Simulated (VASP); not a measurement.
Band structure of Ta (relaxed from the simple-cubic structure, space group Pm-3m). Level of theory: PBEsol GGA, VASP's PBE PAW potentials (set 64) (plane waves; VASP).

Unless said otherwise, spin-orbit coupling is left out, though it shifts the bands of the heavy elements here.

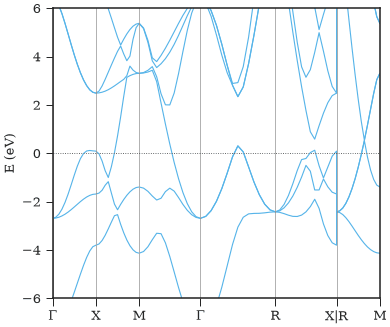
Figure. Bands along high-symmetry lines, zero at the valence-band maximum or, without a gap, the Fermi level

Question: Read the plot: is there a gap, and where are the band edges?

Answer: It has no gap at this level: it comes out as a metal or semimetal. (Edges off the drawn lines would not show.)

The structure was generated: Ta was put into the simple-cubic type (Pm-3m), which need not be its known phase. It was relaxed first.
